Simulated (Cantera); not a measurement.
Feed: 1 mol B2O3, 0.37 mol NH3, 97 mol H2, 9.6 mol N2, equilibrated at 4.05 Torr.

Cantera equilibrium calculation (NASA polynomials, part measured and part estimated; ideal gas, pure solids and liquids). Candidate condensed phases: B, BN, B2O3, B3O3H3, H2O; 39 gas species. Rates play no part.

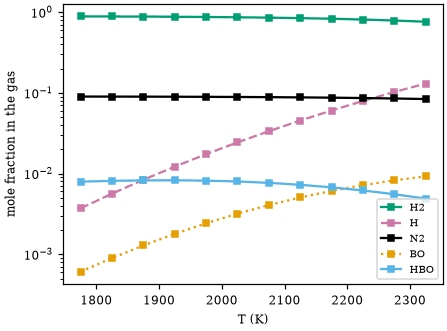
Fig. 1. Equilibrium gas composition (values under 1e-9 drawn at 1e-9)

From 1775 K to 2325 K nothing is condensed. The main B-bearing gas is HBO at 1775 K and BO at 2325 K.
